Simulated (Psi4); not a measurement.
# GaF (SMILES [F][Ga]) at QCISD(T)/cc-pVTZ (density fitting)

What is the energy change on altering one bond length of GaF at QCISD(T)/cc-pVTZ (density fitting)? 

The results are computed with Psi4 1.11.

## (1) The structure to begin with

GaF: 2 atoms, total charge 0, spin state singlet. SMILES: `[F][Ga]`. The shape comes from GFN2-xTB, which is rough for such elements, and wasn't checked as a minimum.

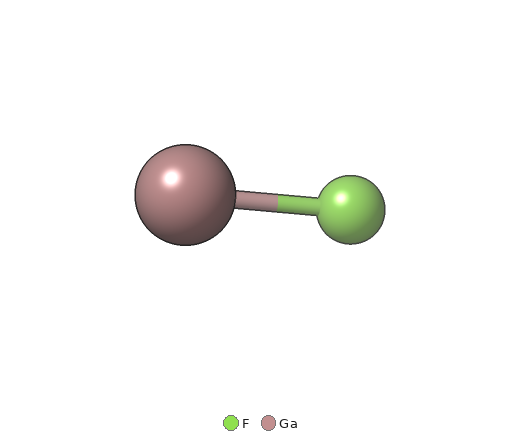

The structure, seen from a chosen angle (fluorine green, gallium pink).

## (2) The energy at QCISD(T)/cc-pVTZ (density fitting)

job.json reads:

```json
{
 "schema_name": "qcschema_input",
 "schema_version": 1,
 "molecule": {
  "schema_name": "qcschema_molecule",
  "schema_version": 2,
  "symbols": ["F", "Ga"],
  "geometry": [0.0, 0.0, 0.0, 0.0, 0.0, 3.39990076],
  "molecular_charge": 0,
  "molecular_multiplicity": 1,
  "fix_com": true,
  "fix_orientation": true
 },
 "driver": "energy",
 "model": {
  "method": "qcisd(t)",
  "basis": "cc-pVTZ"
 },
 "keywords": {
  "freeze_core": true
 }
}
```

Command:

```sh
psi4 --qcschema job.json -n 1 --memory 1600MB
```

stdout:

```text
[...]
  Running in c2v symmetry.
[...]
  Nuclear repulsion =   82.061218751573207
[...]
  Multiplicity = 1
[...]
  Nalpha       = 20
  Nbeta        = 20
[...]
    Number of basis functions: 73
[...]
   @RHF iter   1: -2022.03583119195127   -4.21103e+00   4.08177e-02 ADIIS/DIIS
[...]
   @RHF iter  11: -2022.82055353724263   -1.13687e-12   6.14128e-09 DIIS
[...]
    Orbital Energies [Eh]
    ---------------------
    Doubly Occupied:
       1A1  -378.822994     2A1   -48.172437     1B2   -42.498712
       1B1   -42.498712     3A1   -42.497123     4A1   -26.214311
       5A1    -6.403873     2B1    -4.494193     2B2    -4.494193
       6A1    -4.488987     7A1    -1.493843     8A1    -1.208012
       1A2    -1.208012     3B1    -1.202915     3B2    -1.202915
       9A1    -1.198796    10A1    -0.629272     4B2    -0.573276
       4B1    -0.573276    11A1    -0.367647
[...]
  @RHF Final Energy: -2022.82055353724263
   => Energetics <=
    Nuclear Repulsion Energy =             82.0612187515732074
    One-Electron Energy =               -2989.2765474011393962
    Two-Electron Energy =                 884.3947751123238277
    Total Energy =                      -2022.8205535372426311
[...]
 Multipole Moments:
 ------------------------------------------------------------------------------------
     Multipole            Electronic (a.u.)      Nuclear  (a.u.)        Total (a.u.)
 ------------------------------------------------------------------------------------
 L = 1.  Multiply by 2.5417464519 to convert [e a0] to [Debye]
 Dipole X            :          0.0000000            0.0000000            0.0000000
 Dipole Y            :          0.0000000            0.0000000            0.0000000
 Dipole Z            :       -104.4772843          105.3969236            0.9196393
 Magnitude           :                                                    0.9196393
[...]
      * MP2 total energy:                  -2023.203237996968
[...]
      * MP3 total energy:                  -2023.197181364217
[...]
      * QCISD total energy:                -2023.210415468605
[...]
```

The result, in JSON:

```text
{
 "driver": "energy",
 "model": {
  "method": "qcisd(t)",
  "basis": "cc-pVTZ"
 },
 "success": true,
 "return_result": -2023.2245468683177,
 "properties": {
  "calcinfo_nbasis": 73,
  "calcinfo_nmo": 73,
  "calcinfo_nalpha": 20,
  "calcinfo_nbeta": 20,
  "calcinfo_natom": 2,
  "nuclear_repulsion_energy": 82.06121875157321,
  "return_energy": -2023.2245468683177,
  "scf_one_electron_energy": -2989.2765474011394,
  "scf_two_electron_energy": 884.3947751123238,
  "scf_dipole_moment": [0.0, 0.0, 0.9196392803408031],
  "scf_total_energy": -2022.8205535372426,
  "scf_iterations": 11,
  "mp2_same_spin_correlation_energy": -0.1033191578363321,
  "mp2_opposite_spin_correlation_energy": -0.2793653018887696,
  "mp2_singles_energy": 0.0,
  "mp2_doubles_energy": -0.38268445972510173,
  "mp2_correlation_energy": -0.38268445972510173,
  "mp2_total_energy": -2023.2032379969678
 }
}
```

It took 40 s on 1 thread of Intel Xeon Platinum 8175M at 2.50GHz (Skylake/Cascade Lake), shared host; peak memory 1.1 GiB.

## (3) The distorted shape

input.inp reads:

```
memory 1.6 GB

molecule {
  0 1
  F      0.000000     0.000000    -0.719650
  Ga     0.000000     0.000000     1.799150
  units angstrom
  no_reorient
  no_com
}

set {
  basis       cc-pVTZ
  freeze_core true
}

E, wfn = energy('qcisd(t)', return_wfn=True)
print_variables()
```

Command:

```sh
psi4 -i input.inp -o input.out -n 1
```

input.out:

```text
[...]
  Running in c2v symmetry.
[...]
  Nuclear repulsion =   58.615388985600283
[...]
  Multiplicity = 1
[...]
  Nalpha       = 20
  Nbeta        = 20
[...]
    Number of basis functions: 73
[...]
   @RHF iter   1: -2022.01269050755423   -4.67078e+00   3.97040e-02 ADIIS/DIIS
[...]
   @RHF iter  11: -2022.74081230645788   -5.68434e-12   9.06939e-09 DIIS
[...]
    Orbital Energies [Eh]
    ---------------------
    Doubly Occupied:
       1A1  -378.893398     2A1   -48.241150     1B2   -42.566816
       1B1   -42.566816     3A1   -42.566378     4A1   -26.085245
       5A1    -6.469100     2B2    -4.557356     2B1    -4.557356
       6A1    -4.554141     7A1    -1.332325     8A1    -1.269963
       1A2    -1.269963     3B1    -1.266809     3B2    -1.266809
       9A1    -1.265566    10A1    -0.496306     4B1    -0.436974
       4B2    -0.436974    11A1    -0.402370
[...]
  @RHF Final Energy: -2022.74081230645788
   => Energetics <=
    Nuclear Repulsion Energy =             58.6153889856002834
    One-Electron Energy =               -2941.7087737549777557
    Two-Electron Energy =                 860.3525724629193974
    Total Energy =                      -2022.7408123064578831
[...]
 Multipole Moments:
 ------------------------------------------------------------------------------------
     Multipole            Electronic (a.u.)      Nuclear  (a.u.)        Total (a.u.)
 ------------------------------------------------------------------------------------
 L = 1.  Multiply by 2.5417464519 to convert [e a0] to [Debye]
 Dipole X            :          0.0000000            0.0000000            0.0000000
 Dipole Y            :          0.0000000            0.0000000            0.0000000
 Dipole Z            :        -90.1920334           93.1574509            2.9654174
 Magnitude           :                                                    2.9654174
[...]
      * MP2 total energy:                  -2023.121696009444
[...]
      * MP3 total energy:                  -2023.113705284474
[...]
      * QCISD total energy:                -2023.130675626623
[...]
```

It took 40 s on 1 thread of Intel Xeon Platinum 8175M at 2.50GHz (Skylake/Cascade Lake), shared host; peak memory 1.1 GiB.

## (4) What came out

Level: QCISD(T)/cc-pVTZ (density fitting), 10 core orbitals frozen.

| quantity | value |
| --- | --- |
| first shape: total energy | -2023.22455 Eh |
| first shape: HOMO energy (Hartree–Fock orbitals) | -10.00 eV |
| first shape: LUMO energy (Hartree–Fock orbitals) | 1.07 eV |
| first shape: HOMO–LUMO gap (Hartree–Fock orbitals) | 11.08 eV |
| first shape: correlation energy (10 core orbitals frozen) | -404.0 mEh |
| first shape: T1 diagnostic | 0.016 |
| distorted shape: total energy | -2023.14471 Eh |
| distorted shape: HOMO energy (Hartree–Fock orbitals) | -10.95 eV |
| distorted shape: LUMO energy (Hartree–Fock orbitals) | -0.02 eV |
| distorted shape: HOMO–LUMO gap (Hartree–Fock orbitals) | 10.93 eV |
| distorted shape: correlation energy (10 core orbitals frozen) | -403.9 mEh |
| distorted shape: T1 diagnostic | 0.027 |
| energy change with the F1–Ga2 bond stretched from 1.799 to 2.519 Å | 2.173 eV |

**Reading.** With the F1–Ga2 bond stretched from 1.799 to 2.519 Å the energy rises by 2.17 eV (50 kcal/mol). The first shape isn't relaxed at this level, so the change isn't measured from a minimum. The T1 diagnostic (distorted shape) of 0.027 is above the customary mark for such species, so a single reference may not serve.
